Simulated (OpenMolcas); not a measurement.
# C2H6B (SMILES [CH2]BC) at 6 levels

We compute a comparison of 6 runs (UHF/3-21G, UHF/6-311+G**, U-r2SCAN/6-311+G**, U-revPBE/6-311+G**, UM06-L/6-311+G**, UPBE0/6-311+G**) of C2H6B. 

The results are computed with OpenMolcas 26.06.

**1. The system as given**

C2H6B has 9 atoms, charge 0, and is taken as a doublet. As SMILES, `[CH2]BC`. The shape is that of a PBE0-D4/def2-TZVP optimisation. This is one conformer, not always the lowest.

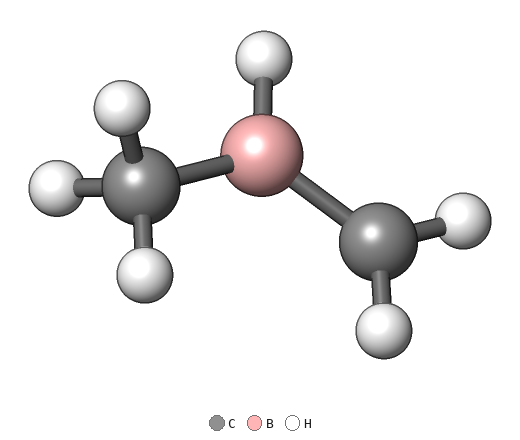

Viewed from a chosen angle; carbon grey, boron pink, hydrogen white.

**2. Energy and gradient at UHF/3-21G (run 1)**

File job.input:

```
* C2H6B Hartree-Fock

&GATEWAY
  BasLib
  $CurrDir
  Coord
  9
  angstrom
  C       -0.840100       0.743300      -1.023500
  B        0.191800       0.540800       0.089100
  C        0.525000      -0.860100       0.691800
  H       -1.406600      -0.078400      -1.457800
  H       -1.074500       1.714900      -1.450600
  H        0.769100       1.506600       0.513000
  H       -0.036500      -1.695300       0.267500
  H        1.596100      -1.069200       0.576400
  H        0.364200      -0.849200       1.777100
  Basis
  3-21G
  Group
  NoSym

&SEWARD

&SCF
  UHF
  Spin
  2
  Thresholds
  1e-10 1e-07 1e-07 1e-05
  PrOrbitals
  1 1

&ALASKA
```

The basis set 3-21G is read from a file made from the Basis Set Exchange's data (not shown).

The run is started by

```console
$ export MOLCAS_MEM=1860
$ pymolcas job.input > job.log
```

The program printed:

```text
--- Start Module: gateway ---
[...]
--- Stop Module: gateway /rc=_RC_ALL_IS_WELL_ ---
[...]
      Basis functions           39
[...]
--- Start Module: scf ---
[...]
       Convergence after  16 Iterations
[...]
::    Total SCF energy                               -103.3012912449
[...]
      Total spin, S                                     0.5034553444
[...]
      Total electronic charge=   23.000000
      Total            charge=   -0.000000
[...]
      Dipole Moment (debye):
      Origin of the operator (angstrom)=   -0.0355    0.0993   -0.0675
                   X= -4.2178E-01               Y= -2.3290E-01               Z= -4.0016E-01           Total=  6.2631E-01
      Quadrupole Moment (debye*angstrom):
[...]
 *              Molecular gradients               *
 **************************************************
  Irreducible representation: a
 ------------------------------------------------------------------------------------------
                              X                       Y                       Z
 ------------------------------------------------------------------------------------------
  C1                1.01096670823724E-02   -2.86728529821878E-03    1.10140524487812E-02
  B2               -2.11595743806736E-03   -9.67571605244610E-03   -4.86311133609862E-04
  C3               -6.06869477739747E-03    1.16095895721622E-02   -8.26849294397736E-03
  H4               -3.60882642551963E-03   -4.73624212370982E-03   -2.82522375180028E-03
  H5               -1.62848708319208E-03    5.74430520069091E-03   -2.78668027470652E-03
  H6                1.13683966172395E-03    2.82883103147125E-03    6.75516001725218E-04
  H7               -2.42881200456169E-03   -3.95058139226467E-03   -1.84057633140489E-03
  H8                3.81571838676376E-03    2.61441304394650E-04    7.38825357506634E-04
[...]
```

Run time: 3.3 s. Hardware: 1 thread of Intel Xeon Platinum 8259CL at 2.50GHz (Skylake/Cascade Lake), shared host; peak memory 0.37 GiB.

**3. Energy and forces at UHF/6-311+G(d,p) (run 2)**

File input.xyz:

```xyz
9

C     -0.840100     0.743300    -1.023500
B      0.191800     0.540800     0.089100
C      0.525000    -0.860100     0.691800
H     -1.406600    -0.078400    -1.457800
H     -1.074500     1.714900    -1.450600
H      0.769100     1.506600     0.513000
H     -0.036500    -1.695300     0.267500
H      1.596100    -1.069200     0.576400
H      0.364200    -0.849200     1.777100
```

File calc.inp:

```
>>> EXPORT MOLCAS_PRINT=2

&GATEWAY
 BasLib=$CurrDir
 Coord=input.xyz
 Basis=6-311pGss
 Group=NoSym

&SEWARD

&SCF
 UHF
 Spin=2
 Thresholds=1e-10 1e-07 1e-07 1e-05
 PrOrbitals=1 1

&ALASKA
```

The basis set 6-311+G** is read from a file made from the Basis Set Exchange's data (not shown).

The run is started by

```console
$ export MOLCAS_MEM=1860
$ pymolcas calc.inp > calc.log
```

The program printed:

```text
--- Start Module: gateway ---
[...]
--- Stop Module: gateway /rc=_RC_ALL_IS_WELL_ ---
[...]
      Basis functions          102
[...]
--- Start Module: scf ---
[...]
       Convergence after  15 Iterations
[...]
::    Total SCF energy                               -103.9025332659
[...]
      Total spin, S                                     0.5037660811
[...]
      Total electronic charge=   23.000000
      Total            charge=   -0.000000
[...]
      Dipole Moment (debye):
      Origin of the operator (angstrom)=   -0.0355    0.0993   -0.0675
                   X= -4.1508E-01               Y= -2.0879E-01               Z= -3.9578E-01           Total=  6.1035E-01
      Quadrupole Moment (debye*angstrom):
[...]
 *              Molecular gradients               *
 **************************************************
  Irreducible representation: a
 ------------------------------------------------------------------------------------------
                              X                       Y                       Z
 ------------------------------------------------------------------------------------------
  C1                8.86372835144833E-03   -2.10524595733630E-03    9.57893473115234E-03
  B2               -2.83461858838741E-03   -7.53483673031474E-03   -1.58563042103543E-03
  C3               -5.25757453613906E-03    1.05778451242684E-02   -7.27159273661049E-03
  H4               -2.98996575566557E-03   -4.31189656181163E-03   -2.26060563206798E-03
  H5               -1.29850610877136E-03    4.99051734530243E-03   -2.30443657827006E-03
  H6                8.81291212066815E-04    1.94699444729274E-03    5.71835518664243E-04
  H7               -2.10186457738226E-03   -3.29833152427206E-03   -1.61313009835340E-03
  H8                4.17216703521017E-03   -4.59283597614601E-04    6.61902230622569E-04
[...]
```

Wall time 20 s (1 thread of Intel Xeon Platinum 8259CL at 2.50GHz (Skylake/Cascade Lake), shared host); peak memory 0.57 GiB.

Run 3 isn't shown in full; the table further down has it.

**4. Energy and gradient at U-revPBE/6-311+G(d,p) (run 4)**

File test.inp:

```
&GATEWAY
 BASLIB = $CurrDir
 COORD
 9
 angstrom
 C       -0.840100       0.743300      -1.023500
 B        0.191800       0.540800       0.089100
 C        0.525000      -0.860100       0.691800
 H       -1.406600      -0.078400      -1.457800
 H       -1.074500       1.714900      -1.450600
 H        0.769100       1.506600       0.513000
 H       -0.036500      -1.695300       0.267500
 H        1.596100      -1.069200       0.576400
 H        0.364200      -0.849200       1.777100
 BASIS = 6-311pGss
 GROUP = NoSym

&SEWARD
 GRIDINPUT
 Grid=UltraFine
 End of Grid

&SCF
 UHF
 SPIN = 2
 KSDFT = revPBE
 THRESHOLDS = 1e-10 1e-07 1e-07 1e-05
 PRORBITALS = 1 2

&ALASKA
```

The basis set 6-311+G** is read from a file made from the Basis Set Exchange's data (not shown).

The run is started by

```console
$ export MOLCAS_MEM=1860
$ pymolcas test.inp > test.log
```

The program printed:

```text
--- Start Module: gateway ---
[...]
--- Stop Module: gateway /rc=_RC_ALL_IS_WELL_ ---
[...]
      Basis functions          102
[...]
--- Start Module: scf ---
[...]
       Convergence after  14 Iterations
[...]
::    Total KS-DFT energy                            -104.6068580859
[...]
      Total spin, S                                     0.5013647535
[...]
      Total electronic charge=   23.000000
      Total            charge=   -0.000000
[...]
      Dipole Moment (debye):
      Origin of the operator (angstrom)=   -0.0355    0.0993   -0.0675
                   X= -5.3170E-01               Y= -3.0284E-01               Z= -5.0186E-01           Total=  7.9138E-01
      Quadrupole Moment (debye*angstrom):
[...]
 *              Molecular gradients               *
 **************************************************
  Irreducible representation: a
 ------------------------------------------------------------------------------------------
                              X                       Y                       Z
 ------------------------------------------------------------------------------------------
  C1                5.63524015471106E-04   -6.40985845740571E-04    6.70755332319306E-04
  B2               -2.23669602235521E-03   -2.01416835920631E-03   -1.96226261664800E-03
  C3                7.47173883987373E-04   -1.47191593246720E-04    8.26750581317981E-04
  H4                3.71037306921496E-03    4.72029457754219E-03    2.97794466293544E-03
  H5                1.73342953288091E-03   -5.76485345651578E-03    2.90359027067821E-03
  H6               -1.83658832192624E-03   -3.16352662658659E-03   -1.34243633521325E-03
  H7                2.97170334356411E-03    5.12273191969959E-03    2.09407572448694E-03
  H8               -6.15360146454869E-03    1.54300062479318E-03    1.48393059139995E-04
[...]
```

Run time: 94 s. Hardware: 1 thread of Intel Xeon Platinum 8259CL at 2.50GHz (Skylake/Cascade Lake), shared host; peak memory 0.58 GiB.

Run 5 isn't shown in full; the table further down has it.

**5. Energy and gradient at UPBE0/6-311+G(d,p) (run 6)**

input.xyz is that of step 3.

File run.inp:

```
&GATEWAY
BasLib=$CurrDir
Coord=input.xyz
Basis=6-311pGss
Group=NoSym
&SEWARD
GridInput
Grid=UltraFine
End of Grid
&SCF
UHF
Spin=2
KSDFT=PBE0
Thresholds=1e-10 1e-07 1e-07 1e-05
PrOrbitals=1 1
&ALASKA
```

The basis set 6-311+G** is read from a file made from the Basis Set Exchange's data (not shown).

The run is started by

```console
$ export MOLCAS_MEM=1860
$ pymolcas run.inp > run.log
```

The program printed:

```text
--- Start Module: gateway ---
[...]
--- Stop Module: gateway /rc=_RC_ALL_IS_WELL_ ---
[...]
      Basis functions          102
[...]
--- Start Module: scf ---
[...]
       Convergence after  14 Iterations
[...]
::    Total KS-DFT energy                            -104.4993277746
[...]
      Total spin, S                                     0.5015107573
[...]
      Total electronic charge=   23.000000
      Total            charge=   -0.000000
[...]
      Dipole Moment (debye):
      Origin of the operator (angstrom)=   -0.0355    0.0993   -0.0675
                   X= -5.0962E-01               Y= -2.7276E-01               Z= -4.8414E-01           Total=  7.5400E-01
      Quadrupole Moment (debye*angstrom):
[...]
 *              Molecular gradients               *
 **************************************************
  Irreducible representation: a
 ------------------------------------------------------------------------------------------
                              X                       Y                       Z
 ------------------------------------------------------------------------------------------
  C1                2.46881234030827E-04   -2.06770133144740E-04    2.56178533596607E-04
  B2               -6.41931060514134E-04   -4.99322861914342E-04   -5.68558679585829E-04
  C3               -9.60361703972179E-06   -2.50518441302638E-05    4.93817163895738E-05
  H4                5.57652540978504E-04    8.29132440765434E-04    4.42228692282942E-04
  H5                2.34855330047301E-04   -9.34351190558402E-04    4.24789813287196E-04
  H6               -1.01067414541189E-04   -1.90118943409701E-04   -7.31806914878730E-05
  H7                4.80588791271108E-04    7.78152508664309E-04    3.23557665173224E-04
  H8               -8.91285227362371E-04    2.16133221835890E-04    5.60451601440970E-05
[...]
```

Run time: 96 s. Hardware: 1 thread of Intel Xeon Platinum 8259CL at 2.50GHz (Skylake/Cascade Lake), shared host; peak memory 0.57 GiB.

**6. The series**

```
run               level      task  integration grid  energy (Eh)  dipole moment (D)  HOMO energy (eV)  LUMO energy (eV)  wall time
  1           UHF/3-21G  gradient                 –  -103.301291               0.63            -10.76              1.52      3.3 s
  2       UHF/6-311+G**  gradient                 –  -103.902533               0.61            -10.77              0.80       20 s
  3  U-r2SCAN/6-311+G**    energy         UltraFine  -104.569204               0.74             -6.79             -3.96      2 min
  4  U-revPBE/6-311+G**  gradient         UltraFine  -104.606858               0.79             -6.35             -4.41       94 s
  5    UM06-L/6-311+G**    energy         UltraFine  -104.628090               0.76             -6.59             -3.94    1.9 min
  6     UPBE0/6-311+G**  gradient         UltraFine  -104.499328               0.75             -7.64             -3.30       96 s
```

**7. What came out**

```
                                 quantity          value
                      run 6: total energy  -104.49933 Eh
                     run 6: dipole moment         0.75 D
run 6: HOMO energy (highest over α and β)       -7.64 eV
 run 6: LUMO energy (lowest over α and β)       -3.30 eV
                              run 6: ⟨S²⟩          0.753
          run 6: largest force on an atom     0.056 eV/Å
```

In words: The dipole moment (its size) runs from 0.61 D (UHF/6-311+G**) to 0.79 D (U-revPBE/6-311+G**). Totals of different functionals can't be ranked against each other. All runs together took 7.4 min, the longest 2 min.
